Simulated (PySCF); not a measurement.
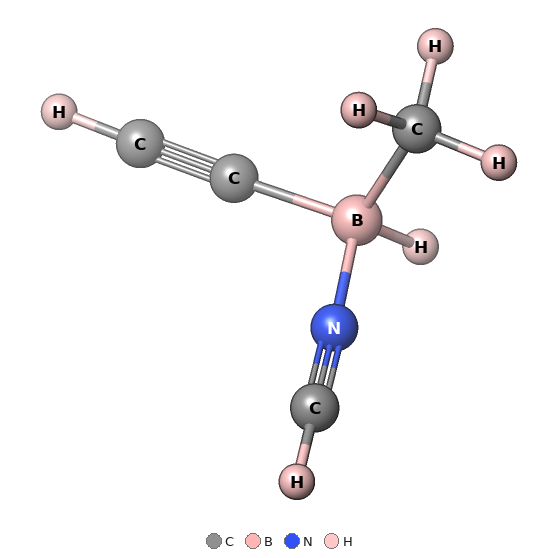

Distant atoms are faded towards the background colour. The computed structure is the end point of a GFN2-xTB optimisation. No frequency run is at hand to confirm it as a minimum.

### Which symmetry elements does this geometry have?

It has no symmetry element but the identity, so the point group is C1. The group has 1 operation. The geometry is chiral, and symmetry allows a dipole moment.
